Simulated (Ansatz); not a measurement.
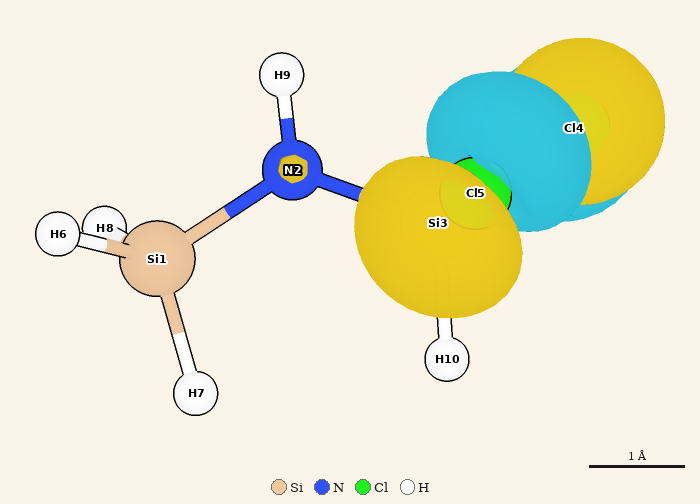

Figure. Cl2H5NSi2 (SMILES [SiH3]N[SiH](Cl)Cl). The HOMO−1 at ±0.15 Å⁻³ᐟ² (yellow and cyan are the two phases), seen at an oblique angle.

Geometry: PBE0-D4/def2-TZVP.

Computed with Ansatz 0.2.0, RKS PBE0-D4/def2-TZVPP.

```xyz
10

Si   -0.4326    1.5427   -0.2082
N     0.5955    0.1637    0.0252
Si    0.1449   -1.4692    0.1252
Cl    1.4489   -2.6238   -0.9469
Cl    0.1883   -2.1802    2.0462
H    -0.4463    2.4217    0.9901
H    -1.7970    1.0199   -0.4606
H     0.0288    2.3496   -1.3674
H     1.5736    0.3596    0.1951
H    -1.2209   -1.6351   -0.3958
```

> What is the character of this orbital?

It lies mainly on Cl5 (about 50 %) and Cl4 (about 35 %); largely a combination of lone pairs on Cl5 and Cl4. Its energy is −9.18 eV.
